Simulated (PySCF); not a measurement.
Consider Cl$_{2}$H$_{4}$NSi$_{2}$ (SMILES [NH][Si]([SiH3])(Cl)Cl) (doublet).

```yaml
atoms:
  - { symbol: Si, position_ang: [0.3871, 0.5049, 0.6875] }
  - { symbol: Si, position_ang: [-0.7099, -1.0826, -0.6404] }
  - { symbol: Cl, position_ang: [-0.6149, 0.7278, 2.4722] }
  - { symbol: Cl, position_ang: [2.3082, -0.1570, 1.1049] }
  - { symbol: N, position_ang: [0.3180, 2.0140, -0.1666] }
  - { symbol: H, position_ang: [-2.1064, -0.6306, -0.9035] }
  - { symbol: H, position_ang: [0.0313, -1.2404, -1.9268] }
  - { symbol: H, position_ang: [-0.7150, -2.3752, 0.1059] }
  - { symbol: H, position_ang: [1.1459, 2.2158, -0.7416] }
```

Geometry: PBE0-D3(BJ)/def2-SVP.

All numbers below come from PySCF, UKS B3LYP, IGLO-III on Cl N Si, pcH-1 on H, non-relativistic, mean-field spin-orbit, GIAO.

> What can the converged electron density, electron localisation function and spin density tell about the bonding?

Si–Cl (2.07 Å): the density is about 0.85 e/Å³ at the midpoint; the ELF peaks at about 0.85 between the atoms, as expected for a polar covalent bond.
Si–Si (2.34 Å): the density is about 0.63 e/Å³ at the midpoint; the ELF peaks at about 1 between the atoms (localised, covalent bonding).
Si–H (1.49 Å): ρ at the midpoint is about 0.79 e/Å³; the ELF climbs to about 1 towards the hydrogen, as it does in any bond to H.
The unpaired spin (1 electron) lies mostly on N5 (about 0.8) and Si1 (about 0.1), in electrons by Hirshfeld's partition.

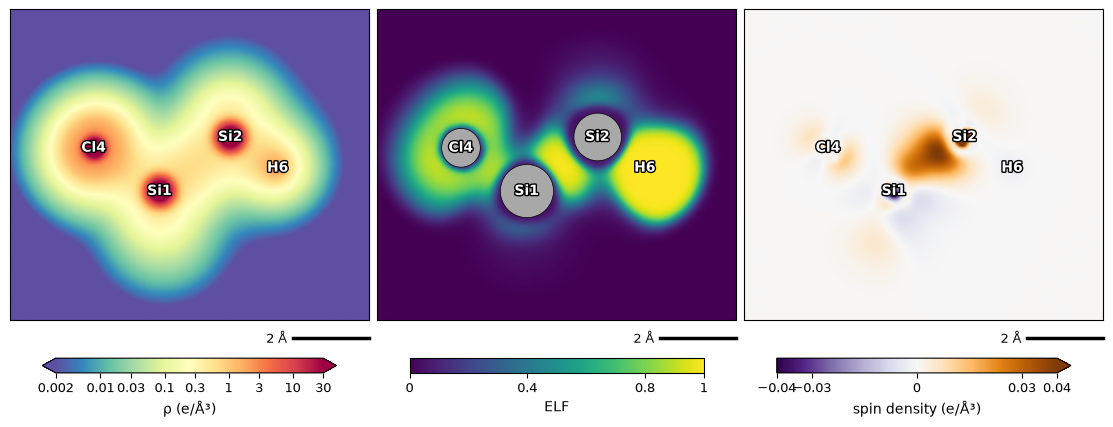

Computed electron density, electron localisation function and spin density on the plane of atoms Si1, Si2 and H6, in this order. Grey discs cover the atomic cores in the ELF map. 
